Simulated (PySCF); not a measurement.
# C4H6BrGeN: what the fields show

Input file:

```
{"job": {"kind": "uv", "xc": "wB97X-D", "basis": "def2-SVPD", "nstates": 8, "ntriplets": 3}, "charge": 0, "multiplicity": 1}
C     -1.362220     2.566547     0.064835
C     -1.111535     1.412345     0.288922
Ge    -0.638397    -0.397098     0.628232
N     -1.456711    -1.395088    -0.637951
C      1.334784    -0.537811     0.728735
C      2.156715    -0.193804    -0.243289
Br     1.526724     0.495874    -1.891709
H     -1.600097     3.573471    -0.131471
H     -1.185777    -0.854734     1.952502
H     -1.365870    -1.084387    -1.595391
H     -1.312687    -2.393917    -0.605282
H      1.775934    -0.926718     1.636811
H      3.234749    -0.264195    -0.212671
```

Command:

```sh
OMP_NUM_THREADS=1 python probes_run.py task.json out
```

Geometry: GFN2-xTB.

The calculation used PySCF, wB97X-D/def2-SVPD, SCF density, gas phase.

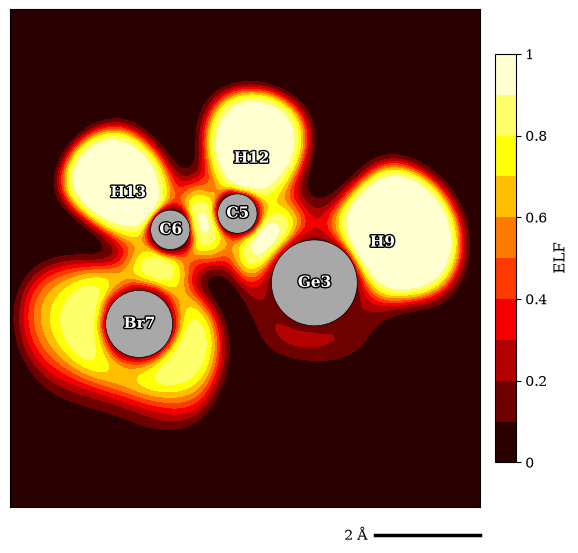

Figure 1. ELF on the plane of atoms Ge3, C5 and H12. Grey discs cover the atomic cores.

**Read the bonding off the picture.**

- The plane passes through Ge, C, Br and H nuclei.
- C–Br (1.89 Å): the ELF peaks at about 0.90 between the atoms (a covalent bond).
- C–C (1.32 Å): the ELF peaks at about 0.90 between the atoms; a short, multiple covalent bond.
- C–Ge (1.98 Å): the ELF peaks at about 0.95 in the valence shell of C, 0.7 Å from its nucleus, and is about 0.70 at the midpoint.
- The ELF also peaks beside Br7, away from the bonds: lone-pair regions.

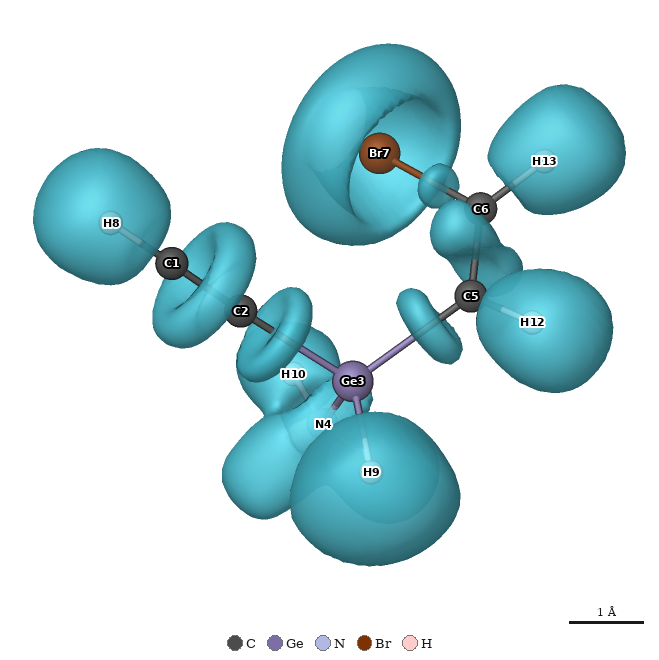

Figure 2. Isosurface of the electron localisation function at 0.8 (cyan), seen at a tilt. Core shells and regions of very low density are left out.

**What do the ELF domains correspond to?**

The surface consists of one region between bonded Br–C atoms (shared pairs), two regions between bonded C–C atoms (shared pairs), four regions around hydrogen nuclei, two lobes of the valence shell of C pointing towards Ge (polar bonds), one ring or bowl of non-bonding electrons around Br and one joined region spread over several atoms (H, N), in which their bonds and any lone pairs are merged. Along the contacts the grid gives the following. C–C (1.20 Å): the ELF peaks at about 0.85 between the atoms (a short, multiple covalent bond). Ge–N (1.81 Å): the ELF peaks at about 0.90 in the valence shell of N, 0.7 Å from its nucleus, and is about 0.50 at the midpoint.

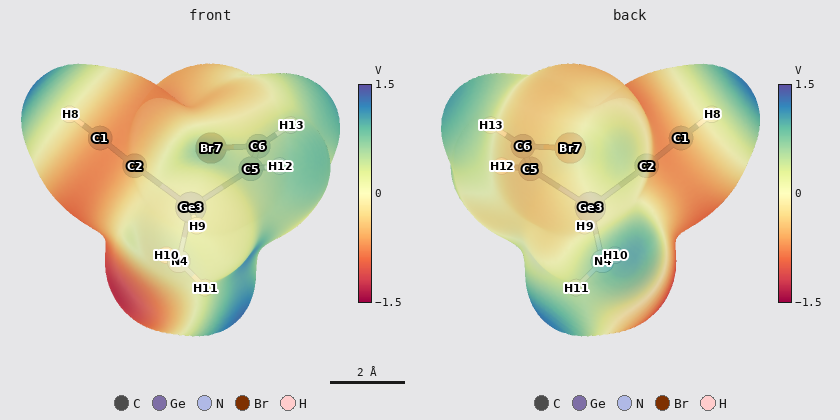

Figure 3. The molecular electrostatic potential painted on the density surface at 0.001 e/bohr³, seen from the front and from behind; the colour scale runs from red (negative) to blue (positive).

**Which sites attract a positive test charge, and which a negative one?**

A positive charge is drawn to the negative regions and a negative charge to the positive ones. The most negative region (about −1.3 V) lies over N4, the most positive (about +1.2 V) over H8 and H11. Br7 shows a σ-hole: about +0.5 V at the tip opposite its bond, against about −0.4 V on its flanks. N4 is the likeliest acceptor of a hydrogen bond.
